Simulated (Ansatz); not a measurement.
```sh
ansatz run in.yaml --threads 2 --pin off --events-out ev --progress --plain --max-ram 32768MiB --backend cpu
```

```yaml
crystal:
  periodic: [false, false, false]
  atoms:
    - {symbol: C, position_ang: [0.513666, 1.008300, 0.951069]}
    - {symbol: O, position_ang: [-0.157041, -0.156578, 0.513734]}
    - {symbol: Si, position_ang: [-0.814665, -0.404235, -0.961008]}
    - {symbol: O, position_ang: [-1.187760, -1.990239, -1.038824]}
    - {symbol: Cl, position_ang: [0.561438, 0.095165, -2.426527]}
    - {symbol: H, position_ang: [1.303229, 1.294938, 0.251075]}
    - {symbol: H, position_ang: [0.960576, 0.790368, 1.921428]}
    - {symbol: H, position_ang: [-0.183373, 1.843255, 1.064341]}
    - {symbol: H, position_ang: [-0.907670, -2.527275, -0.292285]}
basis:
  gaussian: {orbitals: def2-TZVPP}
magnetization: {spin_polarized: true, initial_magnetization: 1}
hamiltonian: {xc: {name: wB97X-V}}
output: {orbitals: {seedname: orbitals}}
```

Describe the molecule in this file.

It has 9 atoms: 1 carbon, 4 hydrogen, 1 chlorine, 2 oxygen and 1 silicon (CH4ClO2Si). Its SMILES string is `CO[Si](O)Cl`. It has no ring. Among its groups: Si–O bond. The point group is C1. It is an open-shell species. Coordination: 1 C tetrahedral; 2 O bent; 1 Si trigonal pyramidal.

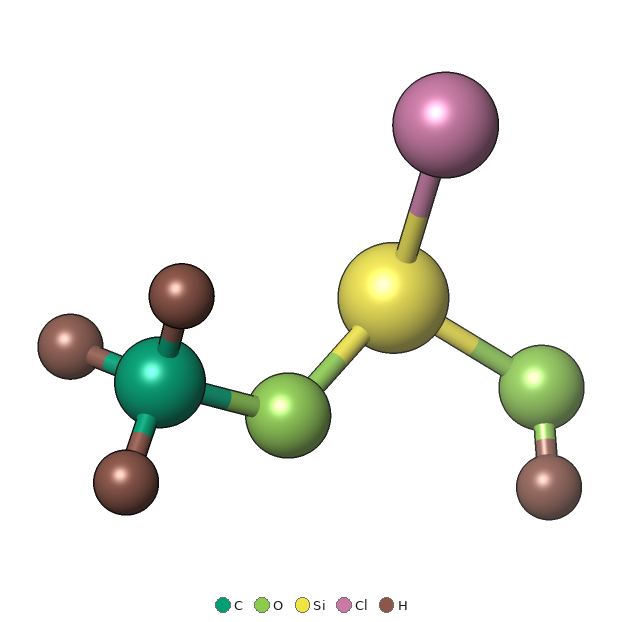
